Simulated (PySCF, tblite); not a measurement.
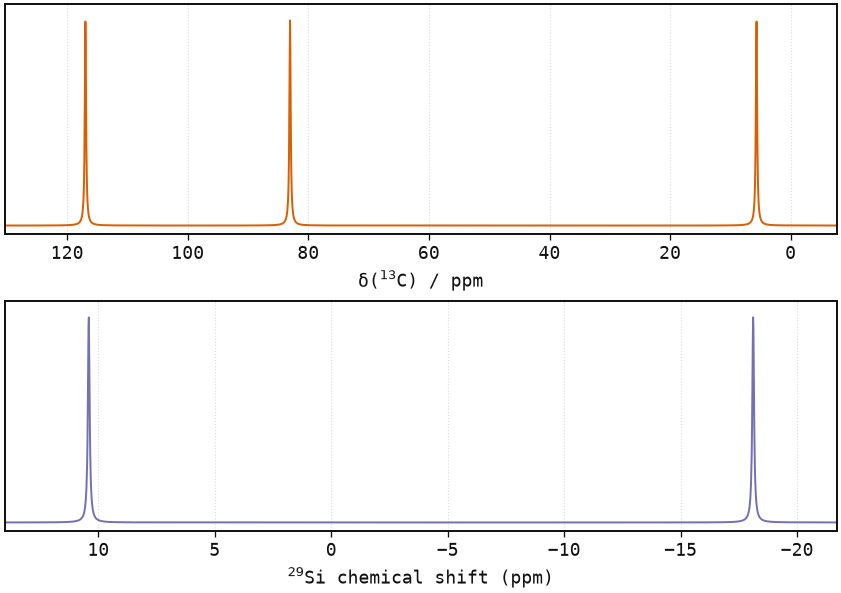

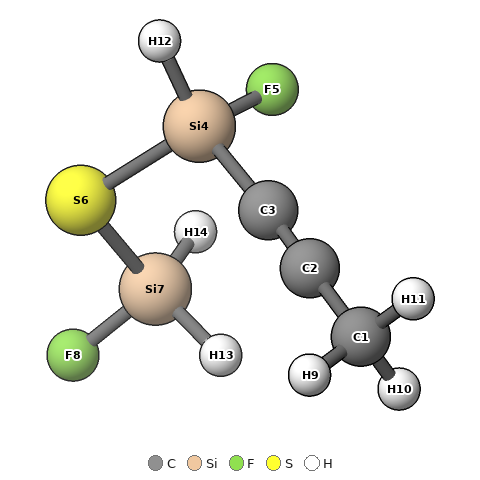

Spectrum and numbered structure of C₃H₆F₂SSi₂, SMILES CC#C[Si@@H](F)S[SiH2]F. GIAO shifts, PBE0/pcSseg-1 with PySCF 2.14.0, at a GFN2-xTB geometry (a minimum by its frequencies), against TMS for ¹³C and TMS for ²⁹Si computed at the same level. Gas phase, fully decoupled, line heights follow the number of nuclei, widths are arbitrary (no quadrupolar broadening); values of one conformer, averaged over methyl-type rotors and exact or near symmetry; other conformers aren't averaged in.

Question: Which atoms give which ¹³C line?

Answer:
```
δ (ppm)  nuclei  atoms
  117.0       1     C2
   83.0       1     C3
    5.7       1     C1
```

Question: Assign the ²⁹Si signals to the numbered atoms.

Answer:
```
δ (ppm)  nuclei  atoms
   10.4       1    Si7
  −18.1       1    Si4
```

Note: the tight-binding geometry is rougher than a DFT one and adds to the error.
